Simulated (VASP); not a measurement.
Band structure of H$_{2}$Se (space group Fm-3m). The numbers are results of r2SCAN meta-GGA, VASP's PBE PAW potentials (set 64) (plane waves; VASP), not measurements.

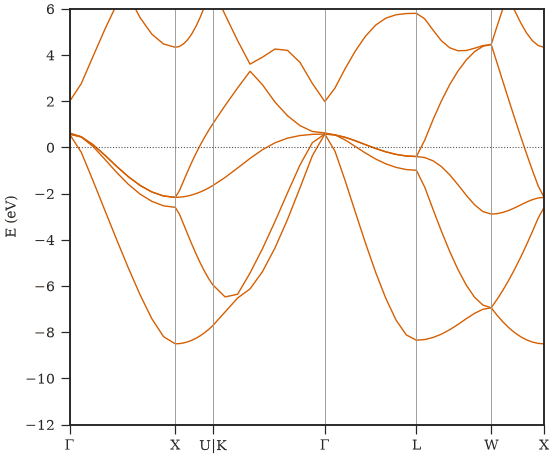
Bands along high-symmetry lines, zero at the valence-band maximum or, without a gap, the Fermi level

Read the plot: is there a gap, and where are the band edges?

It has no gap at this level: it comes out as a metal or semimetal.

The structure comes from a measured H2Se entry (Fm-3m) of the Crystallography Open Database, whose conditions weren't checked. It was relaxed first, which changed the volume by -47 %.
